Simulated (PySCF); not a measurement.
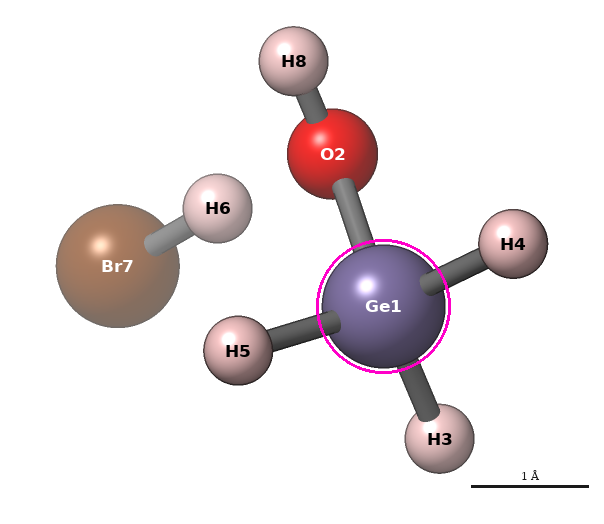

Orthographic view. Atoms fade into the background with distance from the viewer. The geometry was computed by an optimisation with PBE0-D4/def2-TZVP. No frequency run is at hand to confirm it as a minimum.

Name the neighbours of the circled atom.

Answer. The circled atom is Ge1; it is bonded to O2, H3, H4, H5.

Which atom is farthest from the viewer?

Answer. Br7, 2.7 Å behind the mean position.

Of Ge1 and O2, which is nearer the viewer?

Answer. Ge1; the bond to O2 points away from the viewer, so it looks shorter than its 1.80 Å.

Which two atoms are farthest apart in space?

Answer. H4 and Br7, 5.64 Å.
